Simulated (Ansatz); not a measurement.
**Cd: response to strain**

Aim: deform Cd (equal xy, yz and zx engineering shear strains of -1 %) and compute stress, forces and field gradients with LAPW, PAW and all-electron datasets made for the crystal.

Method: DFT PBEsol, scalar-relativistic, in Ansatz 0.2.0.

**1. Starting point**

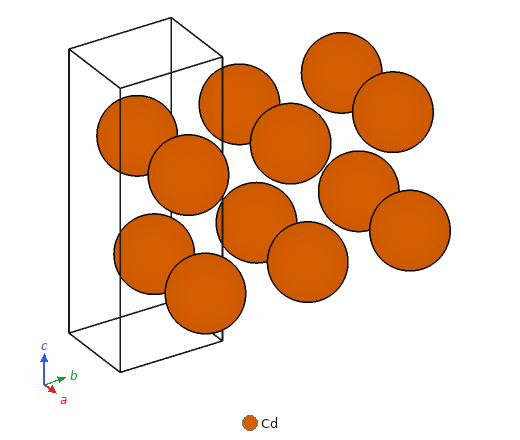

Start, viewed slightly off an axis; cadmium orange. 2×3×1 cells are drawn.

As a file:

```cif
data_structure
_symmetry_space_group_name_H-M 'P 1'
_symmetry_Int_Tables_number 1
_cell_length_a 2.9789
_cell_length_b 2.9789
_cell_length_c 5.6177
_cell_angle_alpha 90.000
_cell_angle_beta 90.000
_cell_angle_gamma 120.000
_cell_volume 43.17
loop_
_atom_site_label
_atom_site_type_symbol
_atom_site_fract_x
_atom_site_fract_y
_atom_site_fract_z
_atom_site_occupancy
Cd1 Cd 0.33333 0.66667 0.25000 1
Cd2 Cd 0.66667 0.33333 0.75000 1
```

Atoms are numbered in the order of the input: Cd1, Cd2.

**2. The deformed structure**

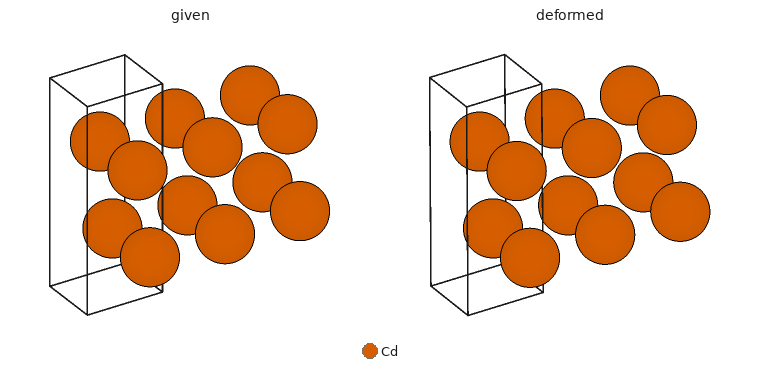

Given and deformed, at one scale.

Space group P6_3/mmc before, P-1 after.

**3. Full-potential LAPW**

File input.yaml:

```yaml
crystal:
  lattice:
    - [2.9788725081, -0.0148943625, -0.0148943625]
    - [-1.5023351503, 2.5872264479, -0.0054517151]
    - [-0.02808825, -0.02808825, 5.61765]
  atoms:
    - { symbol: Cd, position: [0.3333333333, 0.6666666667, 0.25] }
    - { symbol: Cd, position: [0.6666666667, 0.3333333333, 0.75] }
kpoints:
  mp_grid: { grid: [14, 14, 7] }
  band_path:
    path:
      - [0.0, 0.0, 0.0]
      - [0.0, 0.0, 0.5]
      - [-0.5, 0.5, 0.0]
      - [0.0, 0.0, 0.0]
      - [0.0, -0.5, 0.0]
      - [-0.5, 0.0, 0.5]
      - [0.0, 0.0, 0.0]
      - [-0.5, 0.0, 0.0]
      - [0.0, -0.5, 0.5]
    npoints: 5
scf:
  occupations: { method: fermi_dirac, width: 0.05 }
hamiltonian:
  xc: pbesol
  pseudopotentials: { kind: all_electron, lapw: { basis_error: 0.00025 } }
output:
  forces: true
  stress: true
  eigenvalues: true
```

Run with:

```bash
$ ansatz run input.yaml --threads 1 --pin off --max-ram 3072MiB --backend cpu --events-out ev --progress --plain --runs-dir out
```

Output (excerpt; [...] marks lines left out):

```text
LAPW: plane waves up to 8.275 Å⁻¹, error target 2.5e-4 eV per atom; small_component_spin mean_spin; Cd in spheres of 1.483 Å, 20 of its electrons in bands, Dirac shells []
[...]
Pseudopotentials: kind: all_electron
Pseudopotential: Cd, LAPW, valence charge 20, Koelling and Harmon's equation, gaussian nucleus
Functional definition: PBEsol
[...]
Crystal: 2 atoms, lattice volume = 43.167 Å³
Basis set: ecut = 260.87487795653243 eV, 405 PW (Γ), exchange–correlation at level 2
Bands: 24, of which v1, the nominal top of the filled ones, is band 20 counted from 1 (19 counted from 0)
Symmetry: 2 space group operations
Space group: P-1 (ITA 2), of the structure as read, at distance tolerance 3.5e-5 Å
k-points: 688 of 1372
[...]
SCF iter   1: F=—  HF=-304330.260176 eV  |F-HF|=—  |Δ(HF+E_count)|=         —  Δρ=1.46e-2  dr2=6.97e-2  ethr=1.74e-4  ⟨swp⟩=3.0  Hψ=112835  notcnv=0
[...]
SCF iter   8: F=-304330.118120 eV  HF=-304330.118120 eV  |F-HF|=2.29e-8  |Δ(HF+E_count)|=   1.49e-7  Δρ=8.58e-6  dr2=3.63e-8  ethr=2.01e-9  ⟨swp⟩=2.0  Hψ=47586  notcnv=0
[...]
NSCF: frozen V_eff on 41 k-points
SCF converged after 8 iterations
Free energy (F): -304330.118120 eV
[...]
E sigma→0 (E₀):  -304330.115111 eV
Entropy (-TS):   -0.006019 eV (-3.009 meV/atom)
Fermi energy:    15.669098 eV
[...]
--- Forces (eV/Å), atoms counted from 1 ---
  atom   1  Cd    -0.00234480     0.00019238     0.00010384
  atom   2  Cd     0.00234480    -0.00019238    -0.00010384
[...]
--- Stress (GPa, compression-positive) ---
       -1.351817       0.200774       0.112855
        0.200774      -1.397627       0.113674
        0.112855       0.113674      -1.530708
  P = ⅓ Tr σ = -1.4267 GPa (-14.267 kbar)
--- Band table (eV; the first three rows and the last of 688) ---
  k-point 0: bands = ["-87.2863", "-87.2851", "-48.3777", "-48.3582", "-48.3388", "-48.3387", "-48.3367", "-48.3366", "5.8241", "6.0922", "6.4437", "6.4966", "6.5007", "6.5512", "6.7750", "6.9964", "7.0074", "7.2514", "7.2605", "12.5902", "12.6297", "25.9717", "29.3576", "30.2234"]
[...]
```

It took 3.1 min on 1 thread of Arm Neoverse V2, shared host; peak memory 1.7 GiB.

Result: pressure -1.43 GPa; no gap.

**4. Frozen-core PAW**

File input.yaml:

```yaml
crystal:
  lattice:
    - [2.9788725081, -0.0148943625, -0.0148943625]
    - [-1.5023351503, 2.5872264479, -0.0054517151]
    - [-0.02808825, -0.02808825, 5.61765]
  atoms:
    - { symbol: Cd, position: [0.3333333333, 0.6666666667, 0.25] }
    - { symbol: Cd, position: [0.6666666667, 0.3333333333, 0.75] }
kpoints:
  mp_grid: { grid: [14, 14, 7] }
scf:
  occupations: { method: fermi_dirac, width: 0.05 }
hamiltonian:
  xc: pbesol
  pseudopotentials: { kind: paw }
output:
  forces: true
  stress: true
  eigenvalues: true
  efg: { contact_densities: true }
```

Run with:

```bash
$ ansatz run input.yaml --threads 1 --pin off --max-ram 3072MiB --backend cpu --events-out ev --progress --plain --runs-dir out
```

Output (excerpt; [...] marks lines left out):

```text
Cd: output.efg is read without spin–orbit coupling, which moves field gradients at and beside such atoms by some per cent and up to a factor of two; PAW files take it under magnetization.noncollinear and magnetization.spin_orbit
[...]
Pseudopotentials: kind: paw
Pseudopotential: Cd, paw, valence charge 20, recommended cutoff 420 eV (normal)
[... 1 set-up line as earlier in the session ...]
[...]
Crystal: 2 atoms, lattice volume = 43.167 Å³
Basis set: ecut = 420 eV, 833 PW (Γ), exchange–correlation on 40×40×80 points (8 copies of the dense FFT grid, shifted against one another)
Bands: 24, of which v1, the nominal top of the filled ones, is band 20 counted from 1 (19 counted from 0)
[... 2 set-up lines as earlier in the session ...]
k-points: 688 of 1372
[...]
Free energy (F): -16368.108571 eV
[...]
E sigma→0 (E₀):  -16368.105560 eV
Entropy (-TS):   -0.006023 eV (-3.011 meV/atom)
Fermi energy:    14.530920 eV
[...]
--- Forces (eV/Å), atoms counted from 1 ---
  atom   1  Cd    -0.00234844     0.00019333     0.00011148
  atom   2  Cd     0.00234844    -0.00019333    -0.00011148
[...]
--- Stress (GPa, compression-positive) ---
       -1.342878       0.200782       0.112476
        0.200782      -1.388773       0.113352
        0.112476       0.113352      -1.525604
  P = ⅓ Tr σ = -1.4191 GPa (-14.191 kbar)
--- PAW observables at the nuclei: V_zz in 10²¹ V/m², potentials from the cell's mean, atoms counted from 1 ---
  atom   1  Cd V_zz =    +7.493205   η = 0.0524   by run symmetry: allowed
            electrostatic potential = -7710.121036 V   contact ρ = 1034417.652866 e/Å³
  atom   2  Cd V_zz =    +7.493205   η = 0.0524   by run symmetry: allowed
            electrostatic potential = -7710.121036 V   contact ρ = 1034417.652866 e/Å³
--- Band table (eV; the first three rows and the last of 688) ---
[... band rows left out ...]
[...]
```

It took 29 s on 1 thread of Arm Neoverse V2, shared host; peak memory 0.72 GiB.

In short: pressure -1.42 GPa; no gap; Vzz Cd1 7.49 (η = 0.05) (10²¹ V/m²).

**5. Datasets made for this crystal**

input.yaml, as its differences from that of step 4:

```diff
@@ -14,3 +14,3 @@
   xc: pbesol
-  pseudopotentials: { kind: paw }
+  pseudopotentials: { kind: all_electron, datasets: crystal }
 output:
```

Run with:

```bash
$ ansatz run input.yaml --threads 1 --pin off --max-ram 3072MiB --backend cpu --events-out ev --progress --plain --runs-dir out
```

Output (excerpt; [...] marks lines left out):

```text
[...]
band count auto-derived: 17 (N_el = 24.0; filled up to band 12; 16 by the electrons, moments and atoms)
Cd: output.efg is read without spin–orbit coupling, which moves field gradients at and beside such atoms by some per cent and up to a factor of two; PAW files take it under magnetization.noncollinear and magnetization.spin_orbit
[...]
[... 1 set-up line as earlier in the session ...]
Pseudopotential: Cd, paw, valence charge 12, recommended cutoff 260 eV (normal), Koelling and Harmon's equation, gaussian nucleus
[... 1 set-up line as earlier in the session ...]
[...]
Crystal: 2 atoms, lattice volume = 43.167 Å³
Basis set: ecut = 260 eV, 403 PW (Γ), exchange–correlation on 32×32×60 points (8 copies of the dense FFT grid, shifted against one another)
Bands: 17, of which v1, the nominal top of the filled ones, is band 12 counted from 1 (11 counted from 0)
[... 1 set-up line as earlier in the session ...]
[...]
--- Forces (eV/Å), atoms counted from 1 ---
  atom   1  Cd    -0.00233531     0.00019249     0.00011045
  atom   2  Cd     0.00233531    -0.00019249    -0.00011045
[...]
--- Stress (GPa, compression-positive) ---
       -1.350756       0.200983       0.112872
        0.200983      -1.396538       0.113692
        0.112872       0.113692      -1.531237
  P = ⅓ Tr σ = -1.4262 GPa (-14.262 kbar)
--- PAW observables at the nuclei: V_zz in 10²¹ V/m², potentials from the cell's mean, atoms counted from 1 ---
  atom   1  Cd V_zz =    +7.673035   η = 0.0528   by run symmetry: allowed
            electrostatic potential = -7708.187619 V   contact ρ = 1034387.804695 e/Å³
  atom   2  Cd V_zz =    +7.673035   η = 0.0528   by run symmetry: allowed
            electrostatic potential = -7708.187619 V   contact ρ = 1034387.804695 e/Å³
--- Band table (eV; the first three rows and the last of 688) ---
  k-point 0: bands = ["5.8244", "6.0925", "6.4439", "6.4968", "6.5009", "6.5514", "6.7750", "6.9967", "7.0077", "7.2517", "7.2607", "12.5902", "12.6297", "25.9717", "29.3574"]
[...]
```

Wall time 71 s (1 thread of Arm Neoverse V2, shared host); peak memory 1.2 GiB.

Result: pressure -1.43 GPa; no gap; Vzz Cd1 7.67 (η = 0.05) (10²¹ V/m²).

**6. Side by side**

Stress (GPa, compression positive):

```tsv
method	xx	yy	zz	yz	xz	xy
LAPW	-1.35	-1.40	-1.53	0.11	0.11	0.20
PAW	-1.34	-1.39	-1.53	0.11	0.11	0.20
crystal datasets	-1.35	-1.40	-1.53	0.11	0.11	0.20
```

| method | pressure (GPa) | Vzz Cd1 (10²¹ V/m²) | SCF cycles, all passes |
| --- | --- | --- | --- |
| LAPW | -1.43 | – | 8 |
| PAW | -1.42 | 7.49 | 6 |
| crystal datasets | -1.43 | 7.67 | 8 |

**7. Summary of results**

```
                                 quantity                                              value
                                 pressure  LAPW -1.43, PAW -1.42, crystal datasets -1.43 GPa
largest shear or deviatoric stress (LAPW)                                           0.20 GPa
```

In words: The largest part of the stress beyond the pressure is 0.20 GPa in size, in the xy component; the atoms are carried along and not relaxed. No run of the undeformed cell stands beside it, so the pressure holds what the given cell had before the change. PAW: stress within 0.01 GPa of LAPW. Crystal datasets: stress within 0.01 GPa of LAPW.
